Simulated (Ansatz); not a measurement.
**CH6AlBO: rigid scan of one bond length in Python**

Aim: a rigid scan of one bond length, for CH6AlBO, run from a script. SMILES: B[O][AlH][CH3].

Computed with the Python package of Ansatz 0.2.0. Level of theory: MP2/6-31G*.

## (1) Starting point

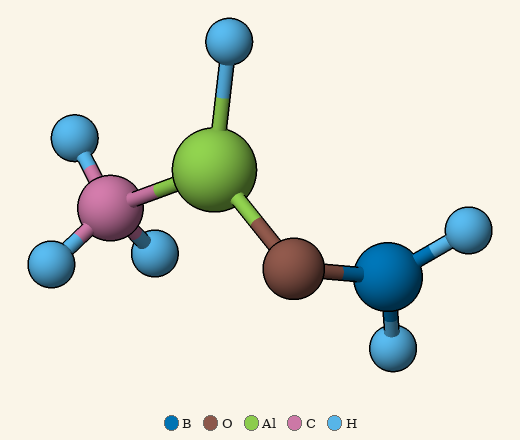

The structure that the script starts from, seen from a chosen angle (boron blue, oxygen brown, aluminium green, carbon pink, hydrogen blue).

The script holds or builds the structure itself.

## (2) The code

The input, scan_ch6albo.py:

```python
"""Potential curve of CH6AlBO along one bond."""

import ansatz as az
import matplotlib.pyplot as plt
import numpy as np

BASIS = "6-31G*"
LEVEL = "MP2"

geometry_ang = [
    ("B", [-0.5079, 1.979, 0.461]),
    ("O", [0.3497, 1.5531, -0.5943]),
    ("Al", [0.8735, -0.1016, -0.0459]),
    ("C", [-0.0626, -1.7101, -0.5439]),
    ("H", [-1.7144, 1.8068, 0.3434]),
    ("H", [-0.1454, 2.6906, 1.3449]),
    ("H", [2.2369, -0.2435, 0.8822]),
    ("H", [-1.1332, -1.6109, -0.1587]),
    ("H", [0.3469, -2.6047, -0.0636]),
    ("H", [-0.1604, -1.8098, -1.6221]),
]
mol = az.Crystal.molecule()
for symbol, xyz in geometry_ang:
    mol = mol.atom(symbol, xyz)

symbols = [site.symbol for site in mol.cartesian_sites]
start = np.array([site.position_ang for site in mol.cartesian_sites])
axis = (start[0] - start[1]) / np.linalg.norm(start[0] - start[1])
moving = [0, 4, 5]
lengths, energies = [1.254, 1.311, 1.368, 1.425, 1.482, 1.539, 1.596, 1.681], []
for length in lengths:
    xyz = start.copy()
    xyz[moving] += (length - np.linalg.norm(start[0] - start[1])) * axis
    point = az.Crystal.molecule()
    for symbol, xyz in zip(symbols, xyz):
        point = point.atom(symbol, xyz.tolist())
    base = point.calculation()
    base = base.basis(gaussian=BASIS)
    base = base.correlation(LEVEL)
    rep = base.run(threads=1).report
    energies.append(rep["free_energy_ev"])
    print(f"r = {length:6.3f} A  E = {energies[-1]:.5f} eV  <S^2> = {abs(rep['mean_field']['state']['spin_squared']):.3f}")

# quartic fit about the minimum
fit = np.polynomial.Polynomial.fit(lengths, np.array(energies) - min(energies), 4).convert()
roots = [r.real for r in fit.deriv().roots() if abs(r.imag) < 1e-9 and fit.deriv(2)(r.real) > 0]
r_e = min(roots, key=lambda r: abs(r - lengths[int(np.argmin(energies))]))
print(f"minimum of the fit at {r_e:.4f} A, force constant {fit.deriv(2)(r_e):.2f} eV/A^2")
plt.figure(figsize=(4.5, 3))
plt.plot(lengths, np.array(energies) - min(energies), "o-")
plt.xlabel("bond length (A)")
plt.ylabel("E - E(min) (eV)")
plt.tight_layout()
plt.savefig("scan.png", dpi=100)
```

## (3) What the engine is handed

The package turns the script's settings into the engine's input (first run):

```yaml
crystal:
  periodic: [false, false, false]
  atoms:
    - { symbol: B, position_ang: [-0.4050062748448515, 1.9279010756254924, 0.33438648769096524] }
    - { symbol: O, position_ang: [0.3497, 1.5531, -0.5943] }
    - { symbol: Al, position_ang: [0.8735, -0.1016, -0.0459] }
    - { symbol: C, position_ang: [-0.0626, -1.7101, -0.5439] }
    - { symbol: H, position_ang: [-1.6115062748448514, 1.7557010756254923, 0.2167864876909652] }
    - { symbol: H, position_ang: [-0.04250627484485149, 2.639501075625492, 1.2182864876909651] }
    - { symbol: H, position_ang: [2.2369, -0.2435, 0.8822] }
    - { symbol: H, position_ang: [-1.1332, -1.6109, -0.1587] }
    - { symbol: H, position_ang: [0.3469, -2.6047, -0.0636] }
    - { symbol: H, position_ang: [-0.1604, -1.8098, -1.6221] }
basis:
  gaussian:
    orbitals: "6-31G*"
correlation:
  method: mp2
```

## (4) Launch

Started as:

```sh
$ python scan_ch6albo.py
```

Log:

```text
r =  1.254 A  E = -10429.94546 eV  <S^2> = 0.000
r =  1.311 A  E = -10430.22508 eV  <S^2> = 0.000
r =  1.368 A  E = -10430.31623 eV  <S^2> = 0.000
r =  1.425 A  E = -10430.27201 eV  <S^2> = 0.000
r =  1.482 A  E = -10430.13159 eV  <S^2> = 0.000
r =  1.539 A  E = -10429.92390 eV  <S^2> = 0.000
r =  1.596 A  E = -10429.67037 eV  <S^2> = 0.000
r =  1.681 A  E = -10429.24045 eV  <S^2> = 0.000
minimum of the fit at 1.3752 A, force constant 40.26 eV/A^2
```

It took 6.1 s on 1 thread of Arm Neoverse V2, shared host; peak memory 0.23 GiB.

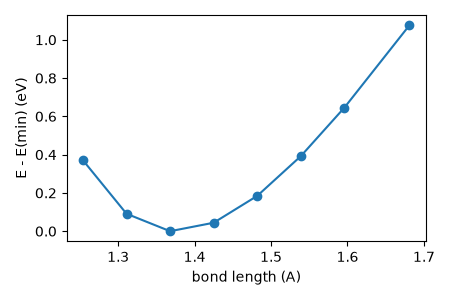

scan.png, as the script drew it.

## (5) Inputs of later runs

The engine's inputs for some of the other runs:

Run 2, against run 1:

```diff
@@ -4 +4 @@
-    - { symbol: B, position_ang: [-0.4050062748448515, 1.9279010756254924, 0.33438648769096524] }
+    - { symbol: B, position_ang: [-0.43931110551961744, 1.9449374881539239, 0.37659950985873636] }
@@ -8,2 +8,2 @@
-    - { symbol: H, position_ang: [-1.6115062748448514, 1.7557010756254923, 0.2167864876909652] }
-    - { symbol: H, position_ang: [-0.04250627484485149, 2.639501075625492, 1.2182864876909651] }
+    - { symbol: H, position_ang: [-1.6458111055196174, 1.7727374881539237, 0.2589995098587363] }
+    - { symbol: H, position_ang: [-0.07681110551961742, 2.6565374881539237, 1.2604995098587364] }
```

Run 3, against run 1:

```diff
@@ -4 +4 @@
-    - { symbol: B, position_ang: [-0.4050062748448515, 1.9279010756254924, 0.33438648769096524] }
+    - { symbol: B, position_ang: [-0.4736159361943835, 1.9619739006823553, 0.4188125320265076] }
@@ -8,2 +8,2 @@
-    - { symbol: H, position_ang: [-1.6115062748448514, 1.7557010756254923, 0.2167864876909652] }
-    - { symbol: H, position_ang: [-0.04250627484485149, 2.639501075625492, 1.2182864876909651] }
+    - { symbol: H, position_ang: [-1.6801159361943834, 1.7897739006823552, 0.30121253202650755] }
+    - { symbol: H, position_ang: [-0.11111593619438351, 2.673573900682355, 1.3027125320265076] }
```

Run 4, against run 1:

```diff
@@ -4 +4 @@
-    - { symbol: B, position_ang: [-0.4050062748448515, 1.9279010756254924, 0.33438648769096524] }
+    - { symbol: B, position_ang: [-0.5079207668691494, 1.9790103132107868, 0.4610255541942787] }
@@ -8,2 +8,2 @@
-    - { symbol: H, position_ang: [-1.6115062748448514, 1.7557010756254923, 0.2167864876909652] }
-    - { symbol: H, position_ang: [-0.04250627484485149, 2.639501075625492, 1.2182864876909651] }
+    - { symbol: H, position_ang: [-1.7144207668691493, 1.8068103132107867, 0.34342555419427867] }
+    - { symbol: H, position_ang: [-0.14542076686914945, 2.6906103132107866, 1.3449255541942786] }
```

Lines on the test bed's own set-up are left out of the output.

## (6) Run by run

One row for each of the 8 runs:

```tsv
run	distance (Å)	energy from run 3 (eV)	iterations in all	CPU time (s)
1	1.25	0.3708	11	0.64
2	1.31	0.0912	11	0.64
3	1.37	0.0000	11	0.64
4	1.43	0.0442	11	0.63
5	1.48	0.1846	11	0.63
6	1.54	0.3923	11	0.63
7	1.60	0.6459	11	0.64
8	1.68	1.0758	11	0.63
```

## (7) Results

| quantity | value |
| --- | --- |
| bond length at the fit's minimum | 1.3752 Å |
| runs compared | 8 |
| range of energy | 1.076 eV |
| lowest point, distance (Å) | 1.37 |

In words: The lowest point, at 1.37, lies inside the range. The ends stand 0.371 and 1.08 eV above it. The distance scanned is the script's pair 1, 0. Caveats:
- The rest of the molecule is held rigid at a force-field or estimated start geometry, and the basis set is modest; single-reference methods fail as a bond breaks.
- The orbitals are restricted, so S² is zero by construction.
